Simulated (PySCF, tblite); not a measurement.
# C₆H₁₂N radical: geometry, infrared bands and EPR parameters

What infrared bands and EPR parameters should C₆H₁₂N radical (`C=C[C@](C)(N)[CH]C`) show?

Programs: tblite 0.8.0 and PySCF 2.14.0, with density-fitted response routines of our own. Each step states its level of theory. These are calculated values for one molecule in the gas phase, unless marked as measured. Atoms count from 0, in the outputs and in this text.

### Step 1. Starting geometry

19 atoms, charge 0, multiplicity 2; geometry from: force field or distance geometry start.

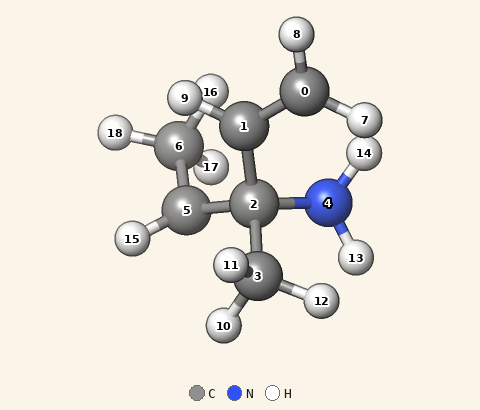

The starting geometry (carbon grey, nitrogen blue, hydrogen white), atoms numbered.

### Step 2. Geometry optimisation with GFN2-xTB

The job: settings as JSON, then the geometry in Å.

```
{"job": {"kind": "relax", "xc": "GFN2-xTB", "basis": "xTB"}, "charge": 0, "multiplicity": 2}
C     -1.820600     1.224300    -0.651100
C     -0.716400     0.547000    -0.883500
C     -0.101100    -0.351500     0.150800
C     -0.809300    -1.663900     0.291400
N     -0.111200     0.290500     1.466600
C      1.303400    -0.557600    -0.227400
C      2.162700     0.647200    -0.304400
H     -2.312700     1.128200     0.334700
H     -2.258700     1.880300    -1.415500
H     -0.222300     0.641900    -1.849000
H     -0.001600    -2.443500     0.458900
H     -1.397600    -1.919800    -0.590400
H     -1.427100    -1.709800     1.247100
H     -0.251900    -0.361300     2.240400
H     -0.636000     1.181300     1.487100
H      1.526500    -1.378100    -0.886200
H      1.509000     1.533600    -0.455900
H      2.667500     0.765900     0.697600
H      2.887400     0.554700    -1.118500
```

Started as:

```sh
> OMP_NUM_THREADS=1 python probes_run.py task.json out
```

One launch serves the whole session: the jobs run in the order shown.

**Question.** This job is followed by: GFN2-xTB harmonic vibrations, gas phase; UKS B3LYP, pcH-1 on C H N, non-relativistic, mean-field spin-orbit, GIAO. Predict these results of the whole session: strongest single infrared mode (GFN2-xTB); zero-point energy (GFN2-xTB); g(iso) (B3LYP); ⟨S²⟩; largest a(iso) (averaged by class); surface potential, least and greatest.

The runs gave:

| quantity | value |
| --- | --- |
| strongest single infrared mode (GFN2-xTB) | 932 cm⁻¹, 122 km/mol |
| zero-point energy (GFN2-xTB) | 102.5 kcal/mol |
| g(iso) (B3LYP) | 2.00261 |
| ⟨S²⟩ | 0.756 (exact 0.75) |
| largest a(iso) (averaged by class) | 13C on C5, 91.9 MHz |
| surface potential, least and greatest | -1.28 V and 1.26 V |

What this shows: Relaxing lowered the energy by 0.790 eV in 175 steps; the close pair that moved most is C3–H12, from 1.139 to 1.089 Å. No mode is imaginary among the 51: a minimum at this level. The strongest single mode, at 932 cm⁻¹, is spread over several atoms, H14, H13, N4 among them. GFN2-xTB is a fitted tight-binding method: band positions and strengths are rough. Its intensities can rank the bands wrongly. Most of the unpaired spin sits on C5 (0.98 e). The isotropic g lies 0.3 ppt above the free-electron value.
